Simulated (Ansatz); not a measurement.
Structure of C:

```cif
data_structure
_symmetry_space_group_name_H-M 'Fd-3m:1'
_symmetry_Int_Tables_number 227
_cell_length_a 3.5500
_cell_length_b 3.5500
_cell_length_c 3.5500
_cell_angle_alpha 90.000
_cell_angle_beta 90.000
_cell_angle_gamma 90.000
_cell_volume 44.74
loop_
_atom_site_label
_atom_site_type_symbol
_atom_site_symmetry_multiplicity
_atom_site_Wyckoff_symbol
_atom_site_fract_x
_atom_site_fract_y
_atom_site_fract_z
_atom_site_occupancy
C1 C 8 a 0.25000 0.75000 0.75000 1
```

Structure used: the input geometry of an electronic-structure calculation (not necessarily at equilibrium); the starting structure was generated, so it need not be a known form of this composition.

Question: Predict the first 2 clear peaks of the neutron G(r) with σ = 0.10 Å, and name the atom pairs.

Answer: 1. 1.53 Å: C–C at 1.54 Å
2. 2.51 Å: C–C at 2.51 Å

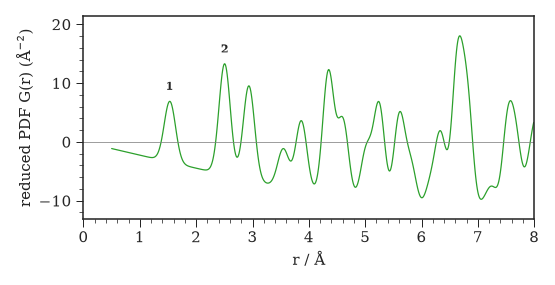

The curve is a calculated neutron PDF: distances of the static structure, each pair weighted by the product of the tabulated coherent neutron scattering lengths (natural isotope mix where the element has one), broadened by Gaussians with σ = 0.10 Å, damped by exp(−(Q_damp r)²/2) with Q_damp = 0.060 Å⁻¹. No termination ripples are included.
